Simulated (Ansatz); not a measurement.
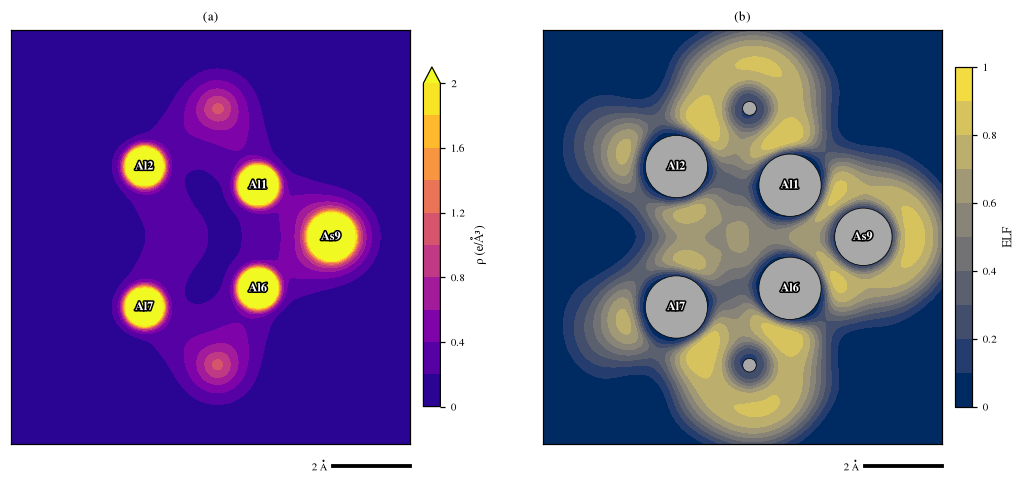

The picture shows: Al$_{7}$As$_{7}$ (Al7As7 zinc blende off disc). (a) total electron density; (b) ELF on the plane of atoms Al1, As9 and Al6. Grey discs cover the atomic cores in the ELF map.

Geometry: PBE-D4/def2-SVP; not at a stationary point (largest force 0.5 eV/Å).

Level of theory: Ansatz, RKS PBE0-D4/def2-TZVP.

Input file:

```
crystal:
  periodic: [false, false, false]
  atoms:
    - {symbol: Al, position_ang: [-1.907340, 1.072921, -1.463903]}
    - {symbol: Al, position_ang: [-0.300667, -1.433634, -1.850263]}
    - {symbol: Al, position_ang: [-1.704269, -1.687769, 0.417480]}
    - {symbol: Al, position_ang: [0.960435, -2.104165, 1.255995]}
    - {symbol: Al, position_ang: [1.053566, 0.584583, 2.115655]}
    - {symbol: Al, position_ang: [-0.036790, 2.613554, -0.312831]}
    - {symbol: Al, position_ang: [2.246898, 0.665143, -0.281699]}
    - {symbol: As, position_ang: [-2.778801, -1.132105, -1.756501]}
    - {symbol: As, position_ang: [-2.257489, 3.234657, -0.661994]}
    - {symbol: As, position_ang: [-0.115518, -3.428483, -0.440035]}
    - {symbol: As, position_ang: [3.005357, -0.857094, 1.481825]}
    - {symbol: As, position_ang: [1.879030, 2.705866, 1.111445]}
    - {symbol: As, position_ang: [0.757614, 0.732603, -2.210435]}
    - {symbol: As, position_ang: [-0.802028, -0.966065, 2.595271]}
basis:
  gaussian: {orbitals: def2-TZVP, fitting: {mean_field: def2-universal-jkfit}, initial_orbitals: start.molden}
hamiltonian: {xc: pbe0, dispersion: d4}
scf: {omitted_lower_state_checks: [starts]}
output: {forces: true, orbitals: {seedname: orbitals}}
```

Run with:

```sh
ansatz run in.yaml --threads 2 --pin off --events-out ev --progress --plain --max-ram 32768MiB --backend cuda --devices 0, --max-vram 18GiB
```

Read the bonding off the picture.

Answer.
- The plane passes through Al and As nuclei.
- Al–As (2.33 Å): the density is about 0.53 e/Å³ at the midpoint; the ELF peaks at about 0.75 in the valence shell of As, 1.2 Å from its nucleus, and is about 0.75 at the midpoint.
- The ELF also peaks beside As12, As9 and As8, away from the bonds: lone-pair regions.
